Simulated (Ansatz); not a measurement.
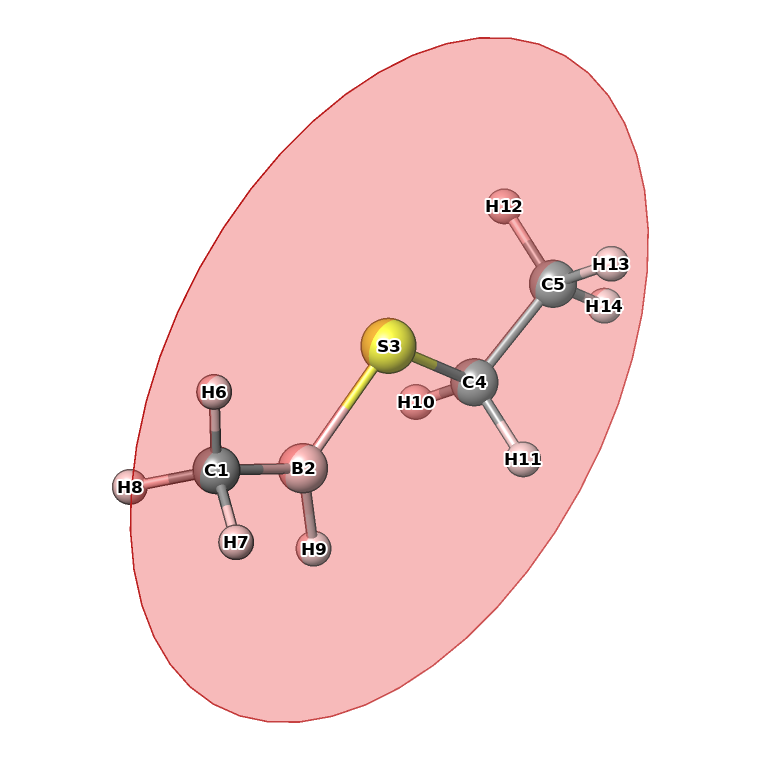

A disc through the centre of mass is drawn in. Atoms fade into the background with distance from the viewer. Computed geometry: PBE0-D4/def2-TZVP optimisation. No frequency run is at hand to confirm it as a minimum.

Question: Is the plane of the disc a mirror plane of the structure?

Answer: Yes. The reflection leaves C1, B2, S3, C4, C5, H6, H9, H14 in place and moves H7 ↔ H8; H10 ↔ H11; H12 ↔ H13. The point group is Cs.
